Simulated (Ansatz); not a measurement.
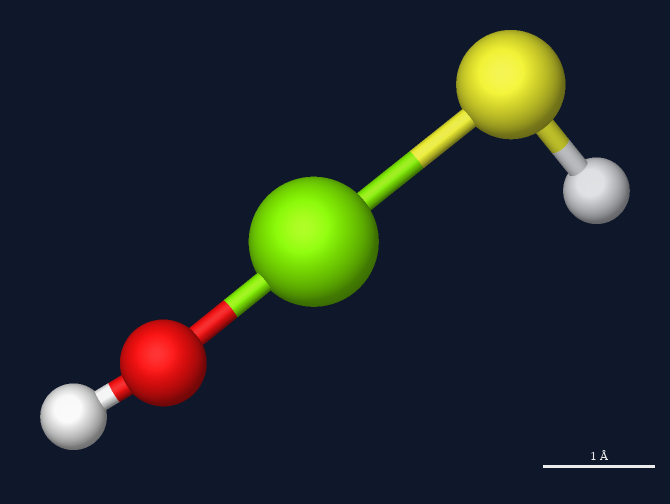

Ball-and-stick drawing of a structure. Colours: oxygen red, magnesium green, sulfur yellow, hydrogen white.

> What is the molecular formula?

H2MgOS, 5 atoms: 2 hydrogen, 1 magnesium, 1 oxygen and 1 sulfur.

> Give a SMILES string for it.

[OH][Mg][SH]

> Count the bonded pairs by element.

1 Mg–O, 1 Mg–S, 1 O–H, 1 S–H.

More results for the same structure follow; atom numbers are the same in all pictures, views and colours differ. Computed geometry: PBE0-D4/def2-TZVP optimisation.

## Shape

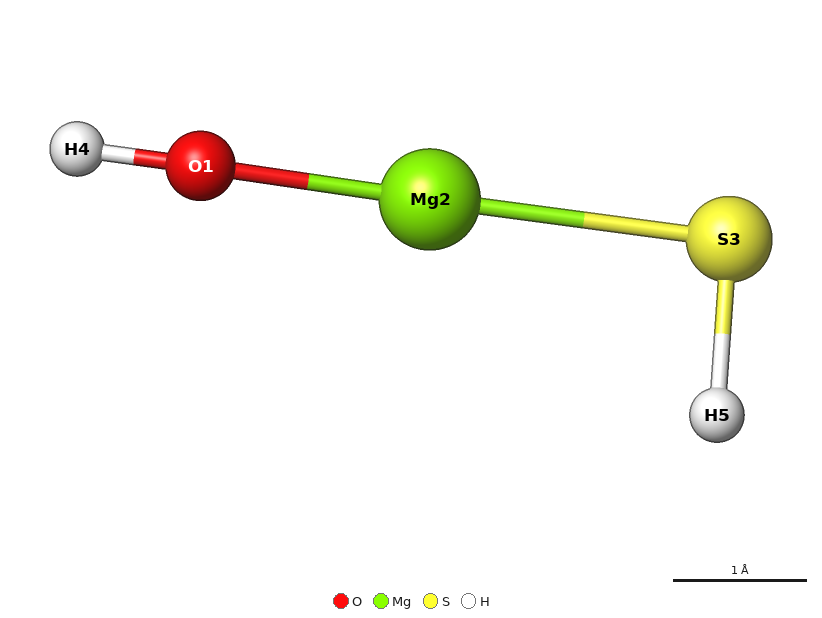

Numbered structure.

List the bonds and their lengths.

```tsv
bond	length (Å)
O1–Mg2	1.757
O1–H4	0.947
Mg2–S3	2.284
S3–H5	1.345
```

## Vibrations

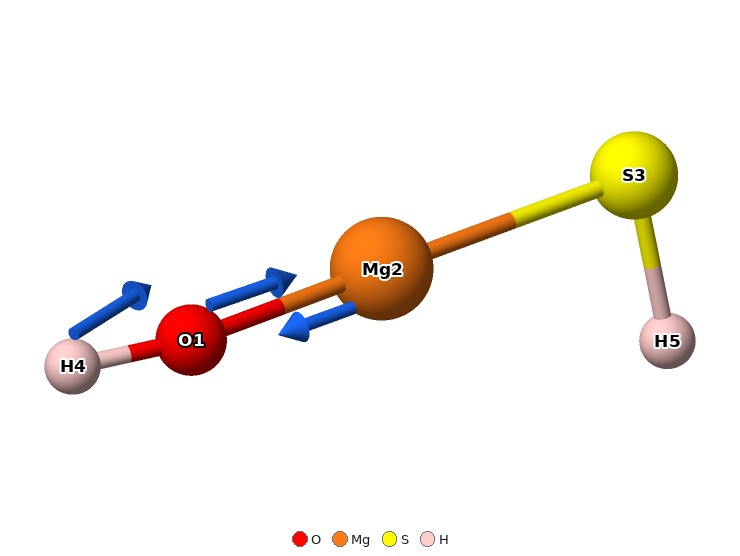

The arrows show one normal mode. Harmonic vibrations computed with RKS PBE0-D4/def2-TZVP (Ansatz 0.2.0) at a stationary point of the same level.

> What kind of motion is it?

Mostly Mg–O stretching.

> At what wavenumber does it lie?

825 cm⁻¹; it is mode 7 of 9 counted from the lowest.

## Levels of theory compared

Program: Ansatz 0.2.0.

Compare HOMO energy (eV), HOMO–LUMO gap (eV) at these levels: B97M-V/def2-TZVPP; CAM-B3LYP-D4/def2-TZVPP; HSE06-D4/def2-TZVPP; PBE0-D4/def2-QZVPP; revPBE-D4/def2-TZVPP; ωB97X-V/def2-TZVPP.

```tsv
level	HOMO energy (eV)	HOMO–LUMO gap (eV)
B97M-V/def2-TZVPP	−6.22	4.31
CAM-B3LYP-D4/def2-TZVPP	−8.44	7.91
HSE06-D4/def2-TZVPP	−6.73	5.12
PBE0-D4/def2-QZVPP	−7.15	5.85
revPBE-D4/def2-TZVPP	−5.88	4.04
ωB97X-V/def2-TZVPP	−9.47	9.89
```

## Charges

The questions are on Mulliken charges. Method: RKS r2SCAN-D4/def2-TZVPP (Ansatz 0.2.0).

> Which atom carries the highest charge (most positive or least negative)?

Mg2 (0.89 e).

> And the lowest?

O1 (−0.70 e).

List the Mulliken charges.

```json
{"atom": "O1", "value (e)": "−0.70"}
{"atom": "Mg2", "value (e)": "0.89"}
{"atom": "S3", "value (e)": "−0.49"}
{"atom": "H4", "value (e)": "0.19"}
{"atom": "H5", "value (e)": "0.10"}
```

Mulliken values depend strongly on the basis set and can even reverse the polarity of a bond.
